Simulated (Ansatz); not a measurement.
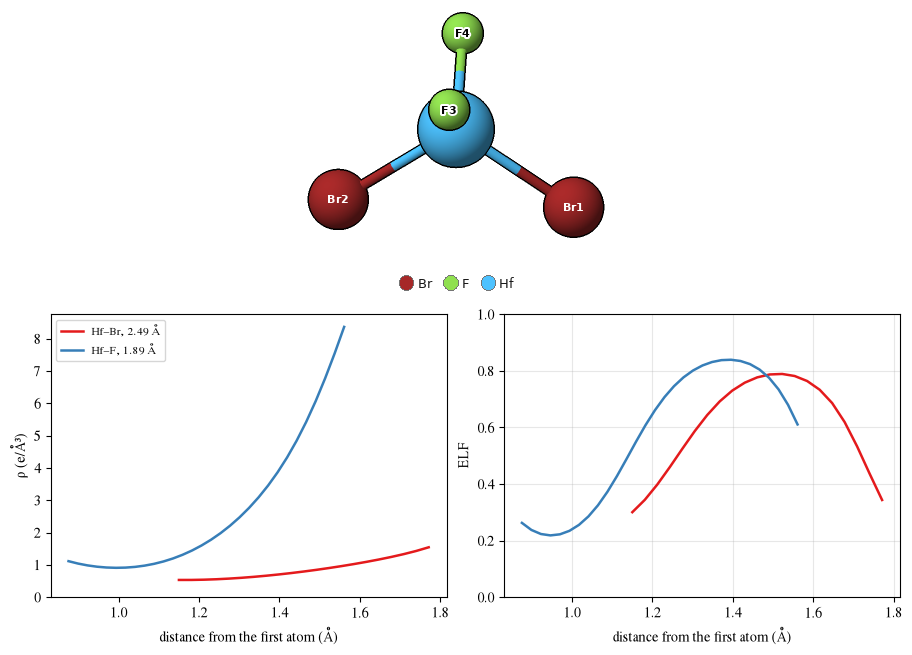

Figure 1: Br2F2Hf. Electron density and electron localisation function along straight lines between neighbouring atoms. The curves leave out the atomic cores. The structure is drawn too.

Geometry: PBE0-D4/def2-SVP; core potentials replace the inner electrons of Hf.

Theory: Ansatz, isolated molecule in a Gaussian basis; Kohn-Sham density functional theory, functional PBE0.

```xyz
5

Br    1.9008   -1.3994    1.5181
Br   -0.3907    1.8048    0.4560
F     1.0700   -0.5168   -1.8631
F    -1.2535   -1.6224   -0.1854
Hf    0.2787   -0.5130   -0.1444
```

Compare the contacts.

Hf–Br (2.49 Å): ρ at the midpoint is about 0.55 e/Å³; the ELF peaks at about 0.80 in the valence shell of Br, 1.0 Å from its nucleus, and is about 0.45 at the midpoint.
Hf–F (1.89 Å): ρ at the midpoint is about 0.94 e/Å³; the ELF peaks at about 0.85 in the valence shell of F, 0.5 Å from its nucleus, and drops to about 0.20 between the two atoms.
